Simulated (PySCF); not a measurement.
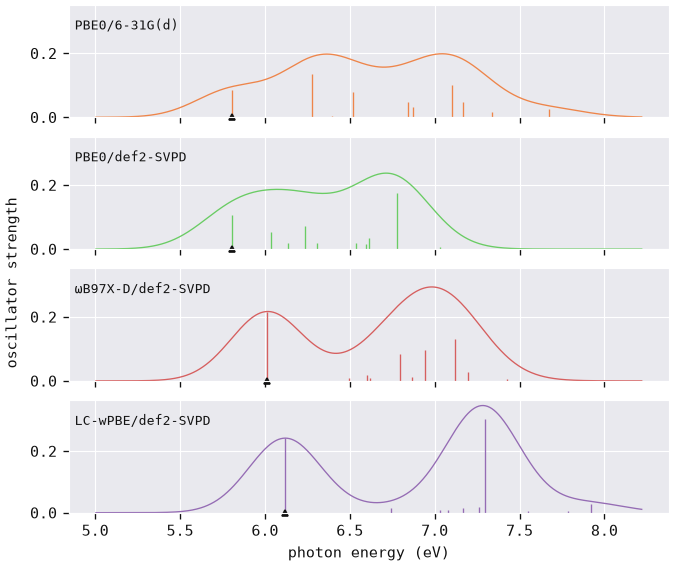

Vertical TDDFT spectra of C₃H₇OPSi, SMILES P[SiH2]C1=COC1 at one geometry and several levels (PySCF, at a PBE0-D3(BJ)/def2-SVP geometry (no frequency check)); sticks with Gaussians of 1/e half-width 0.30 eV, the triangle marks S1, which has the same leading orbital pair at all these levels. Only the lowest states were computed, so the high end is incomplete.

How far does S1 move with the level of theory?

From lowest to highest: PBE0/6-31G(d) 5.80 eV, PBE0/def2-SVPD 5.81 eV, ωB97X-D/def2-SVPD 6.01 eV, LC-wPBE/def2-SVPD 6.12 eV; a spread of 0.31 eV.

Caveats, for all or some of the runs: 6-31G(d) has no diffuse functions, so states with Rydberg character are missing or too high; core orbitals are frozen in the response; one conformer of a flexible molecule; states above the negative HOMO energy depend on the basis.
